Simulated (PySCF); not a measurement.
SMILES CCB(CC)[CH]C (C₆H₁₄B), doublet at its GFN2-xTB optimised geometry (Å):

```
21

C     -2.5623    -2.0967    -0.2639
C     -1.1115    -1.9444    -0.0104
B     -0.3238    -0.6541     0.0000
C      1.2684    -0.6541     0.0000
C      1.9687    -2.0128    -0.0210
C     -1.1086     0.7369     0.0000
C     -0.2763     2.0027     0.1963
H     -3.0432    -1.1477    -0.4825
H     -2.7337    -2.7815    -1.0992
H     -3.0513    -2.5518     0.6025
H     -0.6244    -2.8915     0.1933
H      1.6183    -0.1013     0.8778
H      1.6271    -0.0744    -0.8562
H      1.7031    -2.5973     0.8574
H      3.0513    -1.8909    -0.0279
H      1.6876    -2.5778    -0.9072
H     -1.8981     0.7280     0.7577
H     -1.6322     0.8215    -0.9593
H     -0.9057     2.8915     0.1657
H      0.4776     2.0950    -0.5818
H      0.2306     1.9825     1.1586
```

Calculation: unrestricted B3LYP/def2-SVP in PySCF. Cells within 0.4 Å of a nucleus heavier than hydrogen are left out (blank, or x).

Map of the HOMO−1 amplitude (α) (bohr^(-3/2)) on the plane z = 0.0 Å; orbital energy -7.55 eV, overall sign arbitrary:

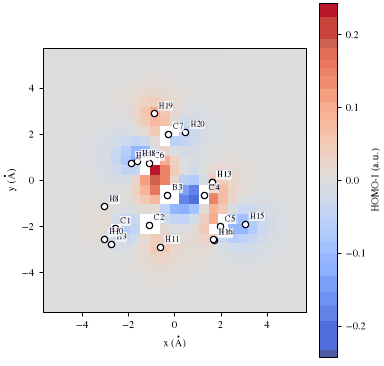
Figure. HOMO−1 amplitude (α) (bohr^(-3/2)) on the plane z = 0.0 Å.
